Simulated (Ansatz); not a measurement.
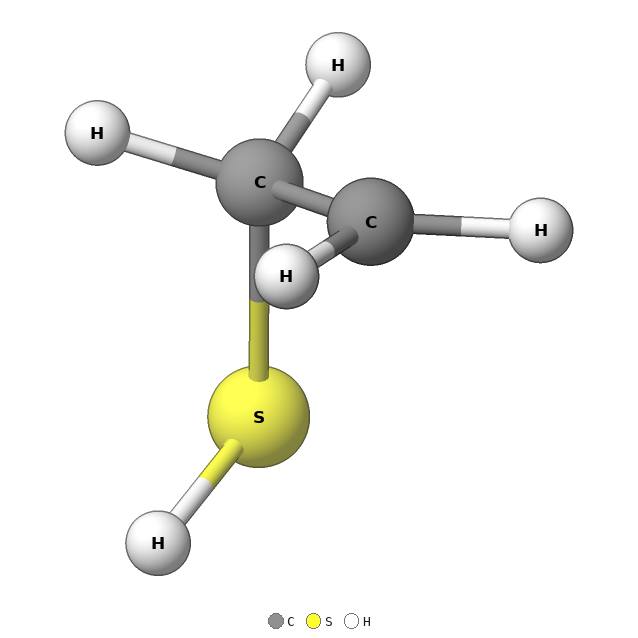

The picture shows a molecular structure as a ball-and-stick model.

The species is neutral and a spin doublet. The geometry was computed by an optimisation with PBE0-D4/def2-TZVP. No frequency run is at hand to confirm it as a minimum.

Which formula does it have?

C₂H₅S, 8 atoms: 2 carbon, 5 hydrogen and 1 sulfur.

Name some functional groups or characteristic bonds that it holds.

Among them: thiol.

Write the SMILES.

[CH2]CS

How many sets of symmetry-equivalent atoms are there?

8: 1 C, 1 C, 1 S, 1 H, 1 H, 1 H, 1 H, 1 H.

How many bonds of each kind are drawn?

4 C–H, 1 C–C, 1 C–S, 1 S–H.

The parts below concern this one geometry. Atoms keep their numbers from picture to picture.

## Electronic properties

No frequency run is at hand to confirm it as a minimum. Properties computed with UKS PBE0-D4/def2-TZVPP (Ansatz 0.2.0).

Computed properties:

- ⟨S²⟩ of the determinant: 0.756
- dispersion correction: −10.2 kJ/mol

## Charges

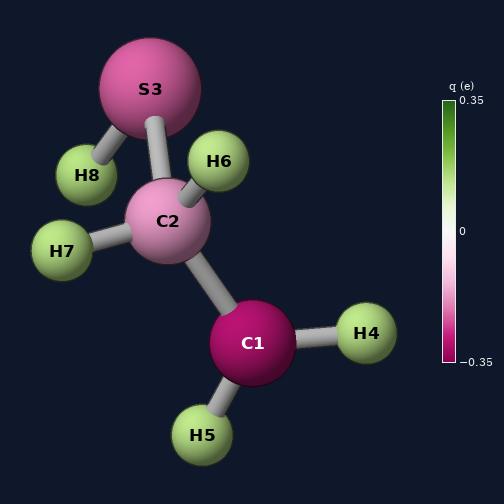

Atoms are coloured by their Mulliken charges. No frequency run is at hand to confirm it as a minimum. Properties computed with UKS PBE0-D4/def2-TZVP (Ansatz 0.2.0).

List the Mulliken charges.

```
atom  value (e)
  C1      −0.30
  C2      −0.17
  S3      −0.22
  H4       0.14
  H5       0.14
  H6       0.13
  H7       0.14
  H8       0.15
```

## Dipole moment

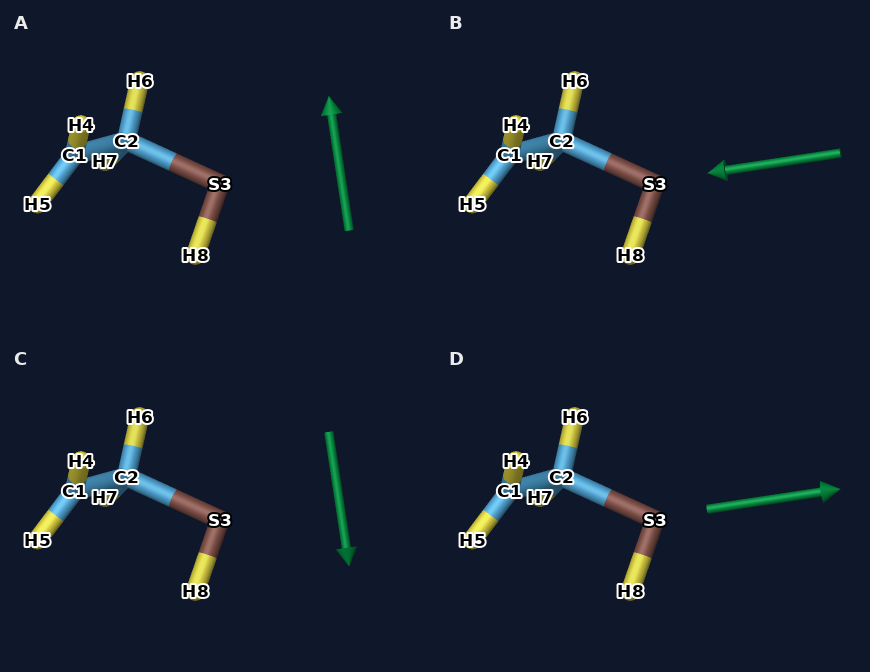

The same molecule four times, each with an arrow. No frequency run is at hand to confirm it as a minimum. Level of theory: UKS PBE0-D4/def2-TZVP (Ansatz 0.2.0).

Which arrow points along the dipole moment, from the negative to the positive end?

B. The dipole moment is 1.33 D; it points from the side of S3 to the side of H5 (the outermost atoms at the two ends).

Mulliken values depend strongly on the basis set and can even reverse the polarity of a bond.
